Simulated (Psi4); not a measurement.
Approach curve of the dimer F6Si2 ··· H2O (SMILES F[Si](F)(F)[Si](F)(F)F and O). Monomers: optimised at B3LYP-D3(BJ) (def2-TZVP), held rigid. Orientation: lowest of the rigid-body minima from ten starts at GFN2-xTB. R is the distance of the centres of mass, along which the second monomer moves.

Method: SAPT0/jun-cc-pVDZ, frozen core in Psi4 1.11.

Components in kJ/mol:

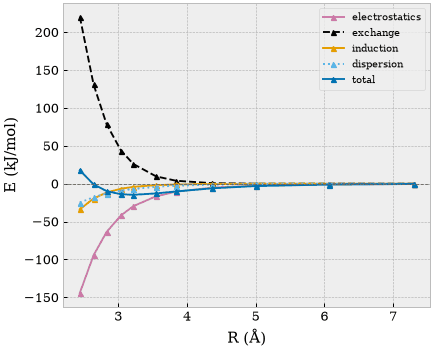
Fig. 1. Components of the interaction energy.

| R / Å | electrostatics | exchange | induction | dispersion | total |
|---|---|---|---|---|---|
| 2.44 | -144.20 | 220.44 | -33.81 | -24.84 | 17.60 |
| 2.64 | -94.47 | 131.04 | -19.55 | -17.80 | -0.77 |
| 2.83 | -63.65 | 78.46 | -11.60 | -12.99 | -9.77 |
| 3.04 | -41.73 | 43.64 | -6.60 | -9.20 | -13.90 |
| 3.22 | -29.57 | 25.98 | -4.15 | -6.87 | -14.61 |
| 3.55 | -16.56 | 9.69 | -1.89 | -4.06 | -12.82 |
| 3.84 | -10.54 | 3.91 | -1.02 | -2.57 | -10.21 |
| 4.37 | -5.16 | 0.68 | -0.39 | -1.16 | -6.03 |
| 5.00 | -2.51 | 0.08 | -0.16 | -0.49 | -3.08 |
| 6.07 | -0.89 | 0.00 | -0.05 | -0.15 | -1.09 |
| 7.30 | -0.33 | 0.00 | -0.02 | -0.05 | -0.39 |
